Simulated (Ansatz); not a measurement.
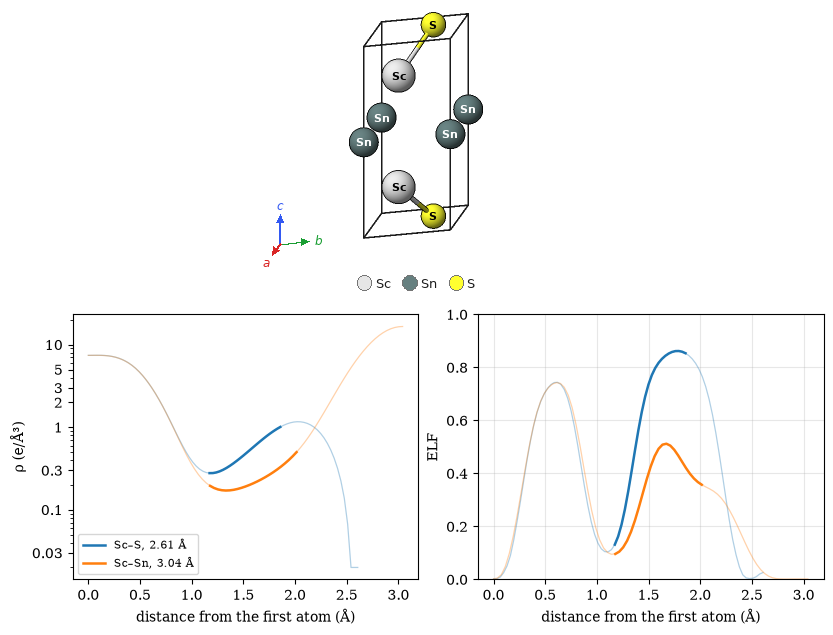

Sc₂SnS. Valence electron density and electron localisation function along straight lines between neighbouring atoms. Thin, pale parts lie inside the atomic spheres. The structure is drawn too.

Space group P-6m2; a structure generated by program, which may or may not match a known phase.

Computed with DFT PBE, scalar-relativistic, plane waves, PAW in Ansatz.

Core electrons are frozen (PAW), and the valence fields are smoothed inside the atomic spheres.

```
Sc Sn S
1.0
     3.54772    0.00000    0.00000
    -1.77386    3.07242    0.00000
     0.00000    0.00000    7.71629
Sc Sn S
2 1 1
Direct
  0.66667 0.33333 0.20885
  0.66667 0.33333 0.79115
  0.00000 0.00000 0.50000
  0.33333 0.66667 0.00000
```

Q: What can be read from the curves?

A: Sc–S (2.61 Å): ρ at the midpoint is about 0.3 e/Å³; the ELF peaks at about 0.85 in the valence shell of S, 0.8 Å from its nucleus, and is about 0.35 at the midpoint.
Sc–Sn (3.04 Å): ρ is about 0.19 e/Å³ halfway, with its minimum of 0.17 e/Å³ about 1.3 Å from Sc; the ELF peaks at about 0.50 in the valence shell of Sn, 1.4 Å from its nucleus, and is about 0.45 at the midpoint.
